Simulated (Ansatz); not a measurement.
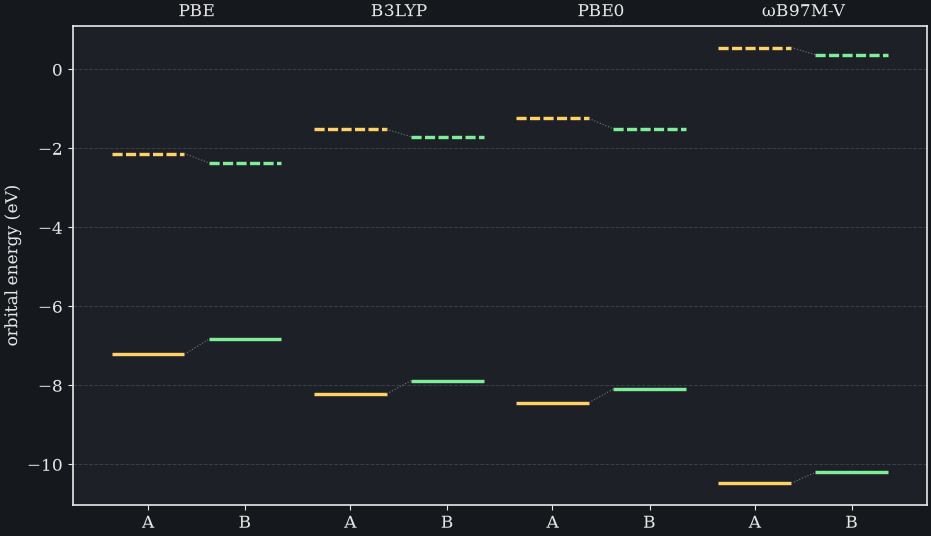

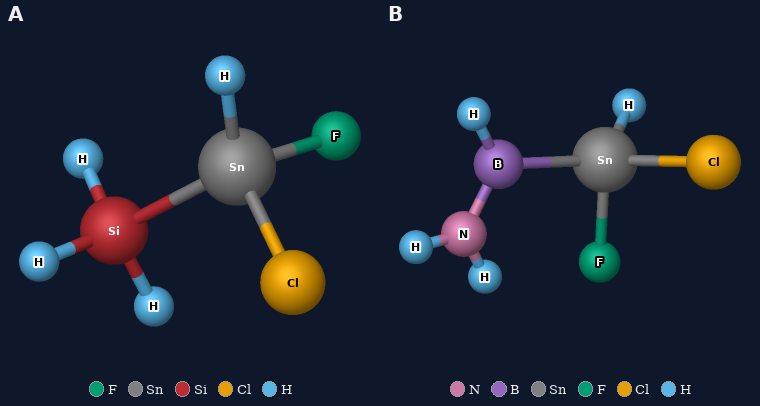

One change: A, SnSiH₄ClF (SMILES [F][Sn@@H]([SiH3])[Cl]), becomes B, BSnNH₄ClF (SMILES N[BH][Sn@H]([F])[Cl]). SiH₃ on Sn is replaced by BNH₃ (bound through B). HOMO (solid) and LUMO (dashed) computed in def2-TZVPP at PBE0-D4/def2-TZVP geometries, both minima by their frequencies, gas phase, the Ansatz code 0.2.0. Empty levels above zero depend strongly on the basis.

Question: What does the change do to HOMO and LUMO?

Answer: PBE: the HOMO rises by 0.38 eV, the LUMO falls by 0.23 eV, and the separation goes from 5.08 to 4.47 eV. B3LYP: the HOMO rises by 0.33 eV, the LUMO falls by 0.19 eV, and the separation goes from 6.70 to 6.18 eV. PBE0: the HOMO rises by 0.34 eV, the LUMO falls by 0.26 eV, and the separation goes from 7.20 to 6.59 eV. ωB97M-V: the HOMO rises by 0.28 eV, the LUMO falls by 0.18 eV, and the separation goes from 11.03 to 10.57 eV.

Question: Do the functionals agree on the effect?

Answer: They agree on the direction for both levels; the HOMO shift lies between 0.28 and 0.38 eV and the LUMO shift between −0.26 and −0.18 eV, while the separations themselves differ by up to 6.1 eV between functionals.

Caveats: core potentials past krypton; spin-orbit coupling is left out, and with Sn it can shift these values; one conformer of each flexible molecule.
